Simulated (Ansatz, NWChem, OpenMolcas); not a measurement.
# How basis sets differ on CH3BFNO (SMILES NC1(F)BO1)

CH3BFNO: 8 atoms, total charge 0, spin state singlet. SMILES: `NC1(F)BO1`. The coordinates come from a PBE0-D4/def2-TZVP relaxation. This is one conformer, not always the lowest.

```xyz
8

N    -0.4310    1.1484    0.1846
C     0.0541   -0.0612   -0.2896
F     0.1221   -0.1327   -1.6583
B     0.3376   -1.3072    0.5151
O     1.3469   -0.4730    0.2553
H    -1.4395    1.1701    0.2114
H    -0.0753    1.9416   -0.3362
H     0.1772   -2.3431    1.0619
```

Each level gives the dipole moment (D). The values are calculated.

```json
{"level": "HF/ANO-RCC-MB (DKH2)", "kind": "Hartree–Fock", "program": "OpenMolcas", "value (D)": "2.43", "CPU time": "3.5 s"}
{"level": "HF/STO-3G", "kind": "Hartree–Fock", "program": "NWChem", "value (D)": "1.58", "CPU time": "3.7 s"}
{"level": "HF/3-21G", "kind": "Hartree–Fock", "program": "NWChem", "value (D)": "2.68", "CPU time": "3.4 s"}
{"level": "HF/6-31G* (spherical functions)", "kind": "Hartree–Fock", "program": "OpenMolcas", "value (D)": "2.41", "CPU time": "11 s"}
{"level": "HF/def2-SV(P)", "kind": "Hartree–Fock", "program": "Ansatz", "value (D)": "2.45", "CPU time": "0.51 s"}
{"level": "HF/def2-SVP", "kind": "Hartree–Fock", "program": "Ansatz", "value (D)": "2.46", "CPU time": "0.59 s"}
{"level": "HF/def2-TZVP", "kind": "Hartree–Fock", "program": "Ansatz", "value (D)": "2.36", "CPU time": "1.9 s"}
{"level": "HF/def2-TZVPP", "kind": "Hartree–Fock", "program": "Ansatz", "value (D)": "2.35", "CPU time": "2.3 s"}
```

The values span 1.58 to 2.68 D. Magnitudes only. Sets without polarisation functions give poor dipoles. Without the sets that lack polarisation functions the rows with a basis span only 2.35 to 2.46 D. Times are those of the runs behind each value, whatever else they computed, on shared processors of several kinds: orders of magnitude only.

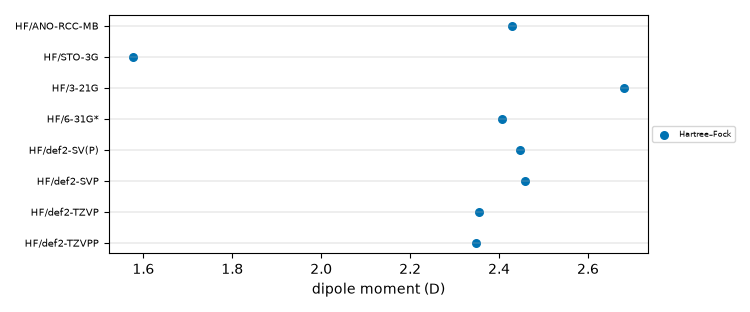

The values of the table, level by level.
